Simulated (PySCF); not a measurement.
H2B3Cl3N3, SMILES ClB1[N]B(Cl)NB(Cl)N1, doublet at its B3LYP/def2-SVP optimised geometry (Å):

```
11

Cl    -1.9213     2.8048     0.0019
B     -1.1180     1.2268     0.0008
N      0.2773     1.0448     0.0000
B      1.0731    -0.1157     0.0000
Cl     2.8438    -0.1157     0.0000
N      0.2819    -1.3158    -0.0001
B     -1.1488    -1.2824    -0.0006
Cl    -2.0811    -2.8048    -0.0030
N     -1.8283    -0.0230     0.0005
H      0.7563    -2.2138    -0.0005
H     -2.8438    -0.0080     0.0012
```

Method: unrestricted B3LYP/def2-TZVP run with PySCF 2.14.0.

Map of the deformation density (molecule minus spherical neutral atoms) (e/bohr³) on the plane z = 0.6 Å:

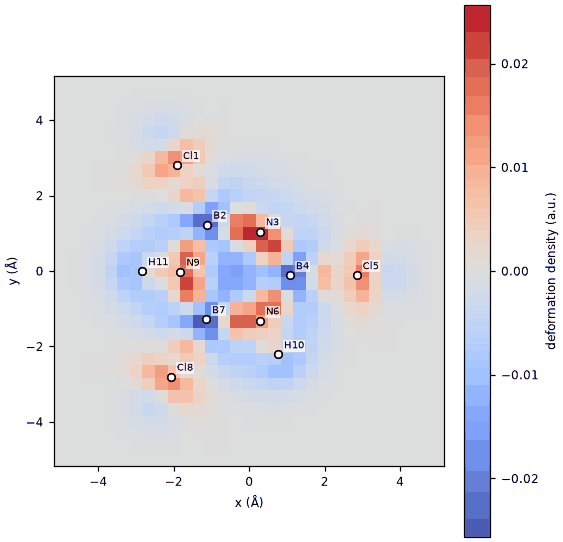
Deformation density (molecule minus spherical neutral atoms) (e/bohr³) on the plane z = 0.6 Å.
